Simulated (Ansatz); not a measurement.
# BP (F-43m): comparison of norm-conserving and PAW potentials from a Python script

The task is a comparison of norm-conserving and PAW potentials, for BP (F-43m).

All numbers are computed with the Python package of Ansatz 0.2.0. The levels of theory stand in the script.

**1. The structure**

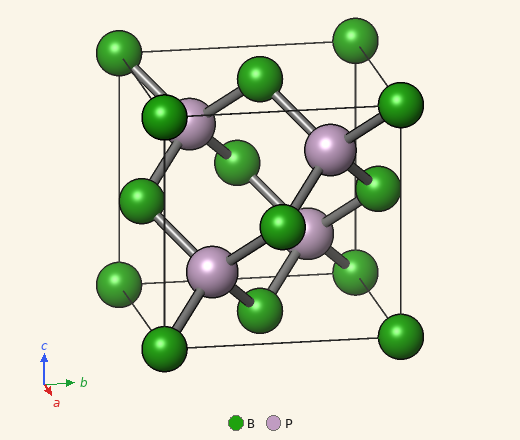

The structure that the script starts from, seen slightly off an axis (boron green, phosphorus pink). The cell is the conventional one. Atoms on cell faces are repeated.

No structure file is read: the coordinates are typed or built in the script.

**2. Script**

nc_paw_bp.py reads:

```python
"""Norm-conserving against PAW potentials for BP."""

import ansatz as az
import numpy as np
import pandas as pd


def count_gap(report):
    # lowest empty less highest filled band, counting bands; zero where they overlap
    return max(report.get("gap_by_band_count_ev") or 0.0, 0.0)


def main() -> None:
    crystal = (
        az.Lattice.fcc(4.538)
        .space_group(216)
        .atom("B", [0.0, 0.0, 0.0])
        .atom("P", [0.25, 0.25, 0.75])
        .primitive()
    )

    calc = (
        crystal.calculation()
        .occupations("Fixed")
        .functional("pbe")
        .kpoints(8, 8, 8)
        .stress()
        .forces()
        .band_table()
    )
    variants = {
        "PAW": calc.pseudopotentials("paw"),
        "norm-conserving": calc.pseudopotentials("nc"),
    }
    # totals differ by the cores that each treatment holds, so compare what does not depend on them
    rows = []
    for label, variant in variants.items():
        summary = variant.run(threads=1, backend="cpu").report
        levels = np.array(summary["eigenvalues_ev"][0]) - summary["fermi_energy_ev"]
        print(label, "levels at the first k-point near E_F:", np.round(levels[np.abs(levels) < 5], 3))
        rows.append((label, summary["n_electrons"], np.trace(summary["stress_gpa"]) / 3, count_gap(summary)))
    print(pd.DataFrame(rows, columns=["treatment", "electrons in bands", "P GPa", "gap by band count eV"]).round(4).to_string(index=False))


if __name__ == "__main__":
    main()
```

**3. The input behind the calls**

The package turns the script's settings into the engine's input (first run):

```yaml
crystal:
  lattice:
    bravais: fcc
    a: 4.538
  space_group: 216
  atoms:
    - { symbol: B, position: [0.0, 0.0, 0.0] }
    - { symbol: P, position: [0.25, 0.25, 0.75] }
  reduce_to_primitive: true
kpoints:
  mp_grid:
    grid: [8, 8, 8]
hamiltonian:
  xc: pbe
  pseudopotentials:
    kind: paw
scf:
  occupations:
    method: fixed
output:
  forces: true
  stress: true
  eigenvalues: true
```

**4. Launch**

Command:

```console
$ python nc_paw_bp.py
```

The program printed:

```text
DeckWarning: basis.ecutwfc = 420 eV, auto-derived from the records' recommended cutoffs: set by B (normal level)
PAW levels at the first k-point near E_F: [-0.    -0.     0.     3.404  3.404  3.404]
DeckWarning: basis.ecutwfc = 1116 eV, auto-derived from the records' recommended cutoffs: set by B (normal level)
norm-conserving levels at the first k-point near E_F: [-0.    -0.     0.     3.404  3.404  3.404]
      treatment  electrons in bands  P GPa  gap by band count eV
            PAW                 8.0 1.1477                1.2730
norm-conserving                 8.0 1.1390                1.2756
```

(Warnings from the package without file and line.)

Run time: 4.5 s. Hardware: 1 thread of Intel Xeon Platinum 8259CL at 2.50GHz (Skylake/Cascade Lake), shared host; peak memory 0.45 GiB.

**5. What changed from run to run**

The engine's inputs for the other runs:

Run 2, against run 1:

```diff
@@ -16 +16 @@
-    kind: paw
+    kind: nc
```

**6. The runs side by side**

One row for each of the 2 runs:

| run | potentials | energy (eV/atom) | pressure (GPa) | gap on the mesh (eV) | SCF cycles | CPU time (s) |
| --- | --- | --- | --- | --- | --- | --- |
| 1 | paw | -456.2223 | 1.15 | 1.27 | 6 | 1.1 |
| 2 | nc | -135.1600 | 1.14 | 1.28 | 7 | 2.4 |

Totals hang on method, basis and potentials, so only like runs compare.

**7. Results**

```
              quantity     value
         runs compared         2
difference in pressure  0.01 GPa
     difference in gap  0.003 eV
```

**Reading.** PAW gives 1.148 GPa and norm-conserving 1.139 GPa, 0.009 GPa apart. They took 1.1 and 2.4 s of processor time. Caveats:
- Gaps and levels are Kohn-Sham values on a finite set of k-points.
- Stress is positive in compression.
